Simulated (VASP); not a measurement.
Band structure of AgI (zinc blende). Method: LDA (Ceperley-Alder, Perdew-Zunger) with spin-orbit coupling, VASP's LDA PAW potentials (set 64) (plane waves; VASP 6.6.1).

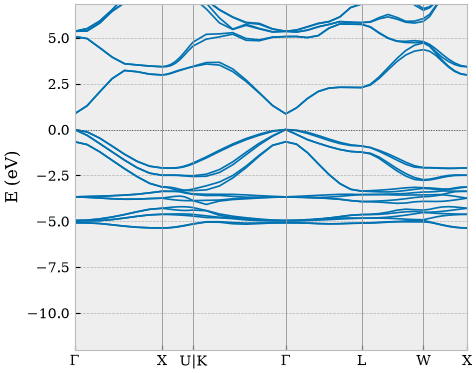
*Bands along high-symmetry lines, zero at the valence-band maximum or, without a gap, the Fermi level*

Problem. Read the plot: is there a gap, and where are the band edges?

Solution. The gap is direct, 0.86 eV, from the valence maximum at Γ to the conduction minimum at Γ.

The compound is AgI in the zinc blende structure, whereas wurtzite is the usual form. It was relaxed first, which changed the volume by -7 %.
